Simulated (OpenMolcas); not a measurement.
# CH4 (methane) at HF/6-31G(d) (Cartesian functions)

Aim: an optimisation with harmonic vibrations of CH4 (methane). 

The results are computed with OpenMolcas 26.06.

1 further run of the same task is left out (set aside as unsound or not needed).

## Step 1: The structure to begin with

CH4 has 5 atoms, charge 0, and is taken as a singlet. SMILES: `C`. The shape is that of a PBE0-D4/def2-TZVP optimisation. The run starts from this shape.

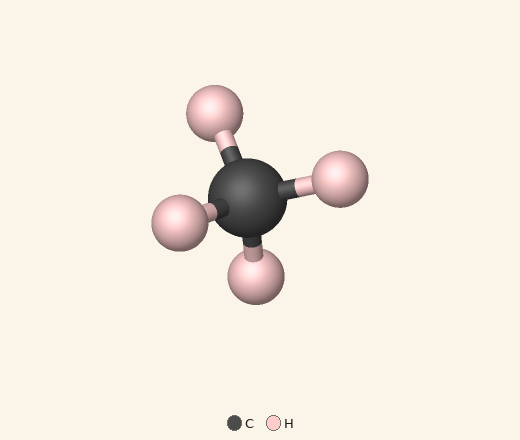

The structure, seen from a chosen angle (carbon dark grey, hydrogen pink).

## Step 2: An optimisation with harmonic vibrations at HF/6-31G(d) (Cartesian functions)

mol.xyz

```xyz
5

C      0.000000     0.000000     0.000000
H      0.159000    -0.243200     1.050200
H     -1.006700     0.395200    -0.132900
H      0.119700    -0.899500    -0.603300
H      0.728100     0.747400    -0.313900
```

calc.input

```
* CH4 Hartree-Fock
&GATEWAY
BasLib
$CurrDir
Coord
mol.xyz
Basis
6-31Gs
Group
NoSym
>>> EXPORT MOLCAS_MAXITER=50
>>> Do While
&SEWARD
&SCF
PrOrbitals
0
&SLAPAF
>>> EndDo
>>> COPY $Project.Opt.xyz $CurrDir/final.xyz
>>> COPY $Project.slapaf.h5 $CurrDir/final.slapaf.h5
&MCKINLEY
&MCLR
Thermochemistry
12
1.0
298.15
End of PT
```

The basis set 6-31G* is read from a file made from the Basis Set Exchange's data (not shown).

Command:

```sh
$ export MOLCAS_MEM=1860
$ pymolcas calc.input > calc.log
```

What it wrote:

```text
--- Start Module: gateway ---
[...]
--- Stop Module: gateway /rc=_RC_ALL_IS_WELL_ ---
[...]
      Basis functions           23
[...]
       Convergence after   9 Iterations
[...]
::    Total SCF energy                                -40.1950731516
[...]
 *              Molecular gradients               *
 **************************************************
  Irreducible representation: a
 ------------------------------------------------------------------------------------------
                              X                       Y                       Z
 ------------------------------------------------------------------------------------------
  C1               -1.26479373186708E-05    3.94902671013446E-05   -1.12341843523712E-05
  H2                6.38141409965043E-04   -9.63428633640073E-04    4.18949531185286E-03
  H3               -4.00544088253851E-03    1.56582802956906E-03   -5.23004086409790E-04
  H4                4.81809524130378E-04   -3.60190410082573E-03   -2.41757514306817E-03
  H5                2.89813788576043E-03    2.96001443779481E-03   -1.23768189802098E-03
 ------------------------------------------------------------------------------------------
[...]
 Geometry is converged in   3 iterations to a Minimum Structure
*****************************************************************************************************************
*****************************************************************************************************************
++ Geometry section
********************************************************************************
  Geometrical information of the final structure
********************************************************************************
  NOTE: on convergence the final predicted structure will be printed here.
  This is not identical to the structure printed in the head of the output.
 *********************************************************
[...]
       Convergence after   2 Iterations
[...]
::    Total SCF energy                                -40.1951719196
[...]
      Total spin, S                                     0.0000000000
[...]
      Total electronic charge=   10.000000
      Total            charge=   -0.000000
[...]
      Dipole Moment (debye):
      Origin of the operator (angstrom)=    0.0000   -0.0000    0.0000
                   X= -6.2420E-07               Y=  3.6143E-07               Z= -6.3834E-07           Total=  9.6319E-07
      Quadrupole Moment (debye*angstrom):
[...]
--- Start Module: mclr ---
[...]
     Frequency:        i2.20     i0.87      0.06      0.08      0.08      0.96
[...]
     Frequency:      1487.94   1487.94   1487.94   1702.59   1702.60   3197.23
[...]
--- Stop Module: mclr /rc=_RC_ALL_IS_WELL_ ---
--- Start Module: mclr ---
[...]
        Frequency:         3197.23 cm-1
      ---------------------------------
[...]
        Frequency:         3301.75 cm-1
      ---------------------------------
[...]
        Frequency:         3301.75 cm-1
      ---------------------------------
[...]
        Frequency:         3301.75 cm-1
      ---------------------------------
[...]
--- Stop Module: mclr /rc=_RC_ALL_IS_WELL_ ---
[...]
```

It took 11 s on 1 thread of AMD EPYC 7R43 (Zen 3), shared host; peak memory 0.38 GiB.

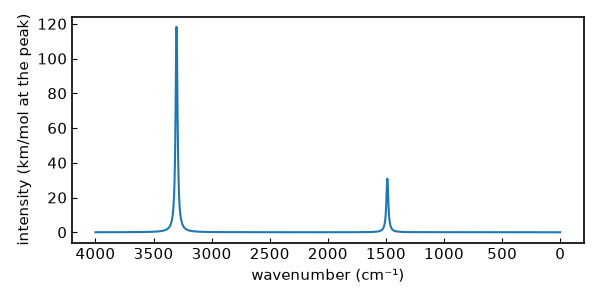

Harmonic infrared spectrum, unscaled, lines broadened by 10 cm⁻¹.

## Step 3: Summary of results

At HF/6-31G* (Cartesian functions):

```
                                                            quantity             value
                                                        total energy      -40.19517 Eh
                                                       dipole moment            0.00 D
                                                         HOMO energy         -14.86 eV
                                                         LUMO energy           7.00 eV
                                                       HOMO–LUMO gap          21.86 eV
                                          lowest harmonic wavenumber         1488 cm⁻¹
                                         highest harmonic wavenumber         3302 cm⁻¹
                                                   zero-point energy      125.4 kJ/mol
ideal-gas entropy at 298.15 K and 1 atm (symmetry number 12 as used)  44.4 cal/(mol K)
```

In words: At the final geometry: Bond lengths: C1–H2 1.084 Å, C1–H3 1.084 Å, C1–H4 1.084 Å, C1–H5 1.084 Å. Angles: H2–C1–H3 109.5°, H2–C1–H4 109.5°, H2–C1–H5 109.5°, H3–C1–H4 109.5°, H3–C1–H5 109.5°, H4–C1–H5 109.5°. All 9 modes are real, so the shape is a minimum at this level.
